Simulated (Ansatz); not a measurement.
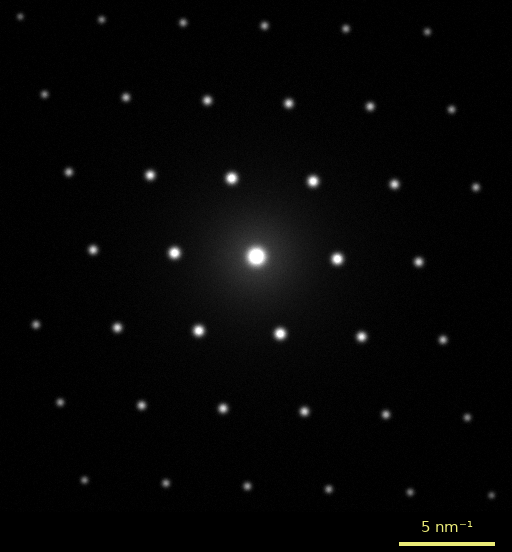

Computed electron diffraction pattern, 200 kV, single scattering only, B = 0.3 Å².

Phase: Pd, space group Fm-3m (No. 225), a = 4.03 Å. Structure: the input geometry of an electronic-structure calculation (not necessarily at equilibrium).

Determine the zone axis from the geometry of the pattern.

Answer. The spots form a centred rectangular net with both shortest vectors at d = 2.33 Å, 70.5° apart. They index as -1 1 -1 and -1 1 1, so the zone axis is [110] (or an equivalent direction of <110>).

Which reflections of this zone are missing, and why?

Answer. The lattice centring (F) removes all reflections that break h + k = 2n, h + l = 2n.
